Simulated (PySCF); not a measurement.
## A study: CH3, doublet, SMILES `[CH3]`

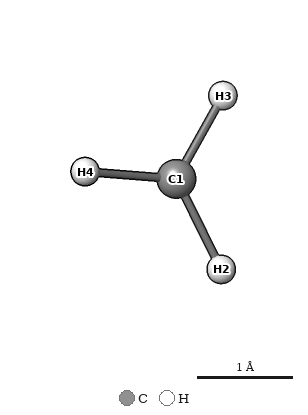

The molecule, with its atoms numbered as below. No frequency check shows the geometry to be a minimum.

Coordinates in Å:

```
C1       0.0000    0.0000    0.0000
H2       1.0434    0.2255    0.0000
H3      -0.7170    0.7909    0.0000
H4      -0.3264   -1.0164    0.0000
```

## 1. Bonding charge

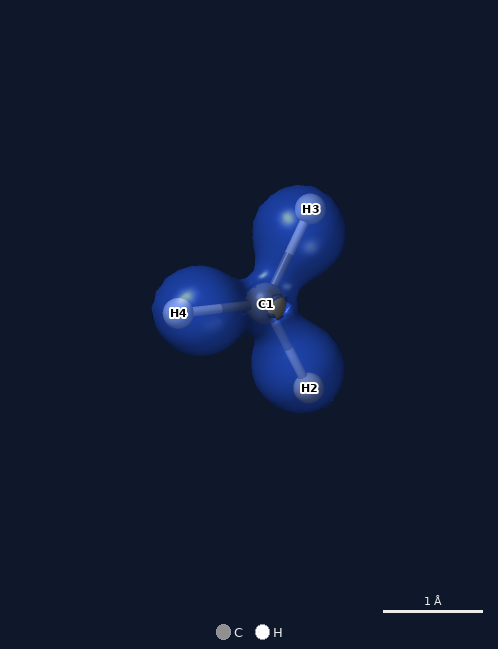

Deformation density (molecule less spherical, spin-averaged free atoms at the same positions), surfaces at ±0.2 e/Å³; blue: gain, red: loss.

Method: PBE0/aug-cc-pVDZ; geometry: GFN2-xTB; program: PySCF. The stability of the open-shell solution wasn't checked. GFN2-xTB doesn't know the spin state, so this open-shell geometry is rough.

Q: Describe the bonding that the map shows.

A: C1–H2, C1–H3 and C1–H4: +0.73 e/Å³ at the bond critical point (bond length 1.07 Å). In all, 0.8 electrons gather in the regions of gain relative to the promolecule.

Q: Where do the Hirshfeld charges lie?

A: The highest Hirshfeld charge is on H2, H3 and H4 (+0.04 e), the lowest on C1 (−0.13 e).

```
atom  charge (e)
  C1       −0.13
  H2       +0.04
  H3       +0.04
  H4       +0.04
```

## 2. Bond critical points

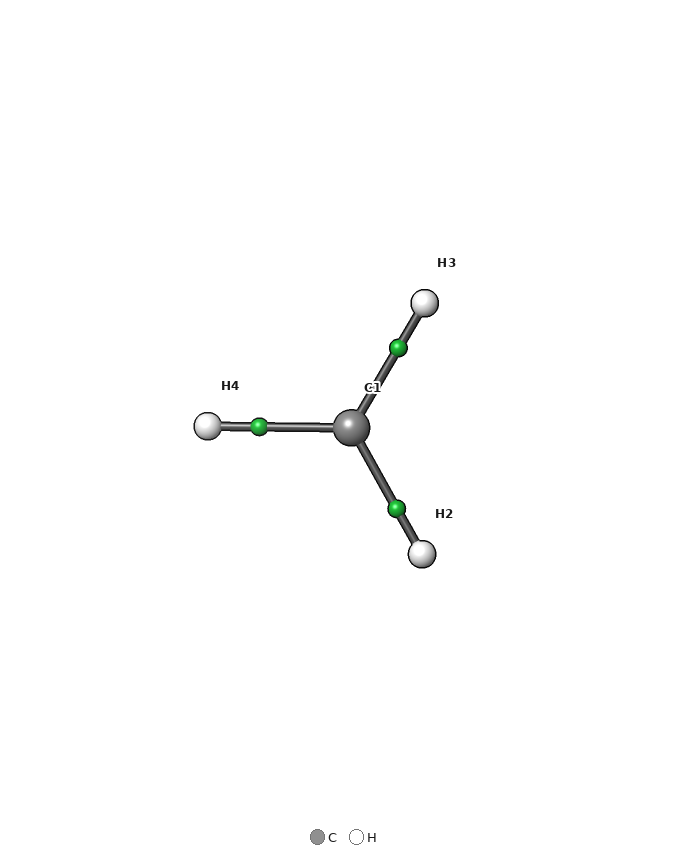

Molecular graph of the electron density (QTAIM): bond paths, bond critical points (green), ring points (magenta, if any); weak paths are dashed.

Q: How many critical points of each kind are there, and does the count close?

A: 4 nuclei, 3 bond, 0 ring and 0 cage critical points: 4 − 3 + 0 − 0 = 1, as the Poincaré–Hopf relation requires.

Q: What does the calculation give at each kind of bond critical point?

A:
| bond | length (Å) | ρ (a.u.) | ∇²ρ (a.u.) | ε | H (a.u.) |
| --- | --- | --- | --- | --- | --- |
| C1–H2 (3 alike) | 1.067 | 0.286 | −1.10 | 0.03 | −0.319 |

Q: What kind of interaction is C1–H2?

A: Shared-shell (covalent): ρ = 0.286, ∇²ρ = −1.10, H = −0.319 a.u.

## 3. Local ionisation energy

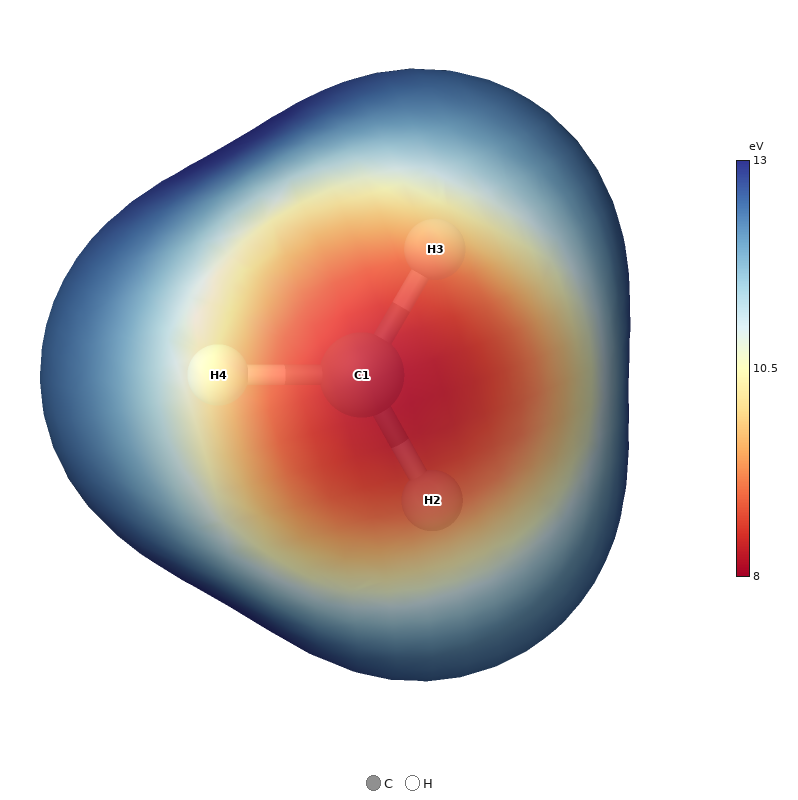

Average local ionisation energy on the surface of electron density 0.001 a.u.

Q: Where are the most loosely bound electrons on this surface?

A: The lowest value is 8.1 eV, over C1, off the plane of its three bonds (2.0 Å), and at like points elsewhere. For comparison, the highest occupied orbital lies at −6.8 eV.

Q: What volume does the surface enclose, and what is the dipole moment?

A: About 39 Å³; the dipole moment is 0.0 D.

## 4. Spin density

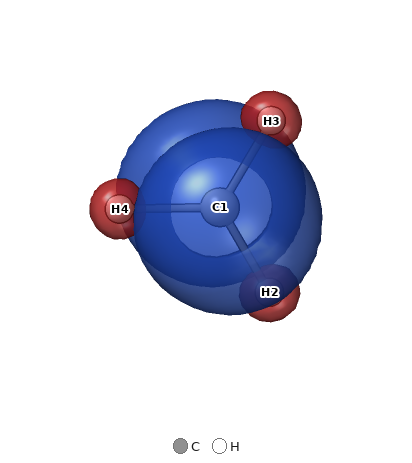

Spin density ρα − ρβ at ±0.03 e/Å³ (blue: excess α, red: excess β).

Q: How is the spin shared among the atoms?

A: Hirshfeld spin populations: C1 +0.81 and H2, H3 and H4 +0.06. ⟨S²⟩ = 0.75, as for a pure state.

## 5. In an electric field

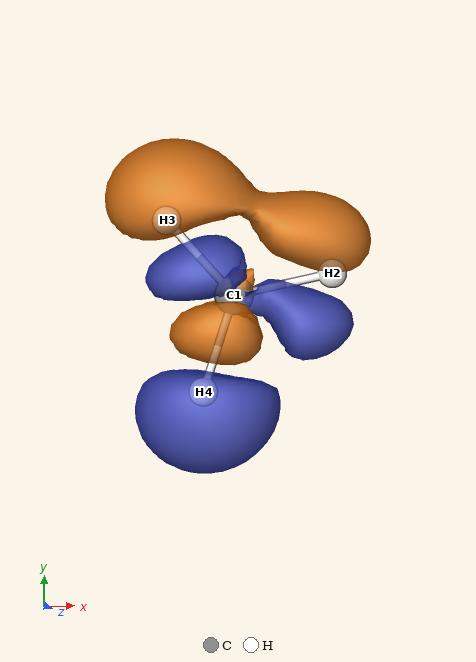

Change of the electron density in a uniform field of 0.51 V/Å, surfaces at ±0.004 e/Å³ (orange: gain, blue: loss).

PySCF calculation, ωB97X/cc-pVTZ, gas phase; geometry: GFN2-xTB. A basis without diffuse functions makes polarisabilities too small. The stability of the open-shell solution wasn't checked. GFN2-xTB doesn't know the spin state, so this open-shell geometry is rough.

Q: Along which Cartesian direction does the field point?

A: Along −y: electrons gather on the +y side, against the field.

Q: What dipole is induced, and what polarisability does it imply?

A: The induced dipole is 0.35 D (along the field); α along this axis, from the fields in both directions, is 14 bohr³ (2.0 Å³).

Q: Which atoms gain and lose the most charge?

A: Electrons gather most on H3 (Hirshfeld charge changes by −0.014 e) and leave H4 most (+0.018 e); 0.040 electrons are displaced in all.

The PySCF runs shown took 4.4 s and 11 s on 1 thread of Arm Neoverse N1, with other jobs on the host.
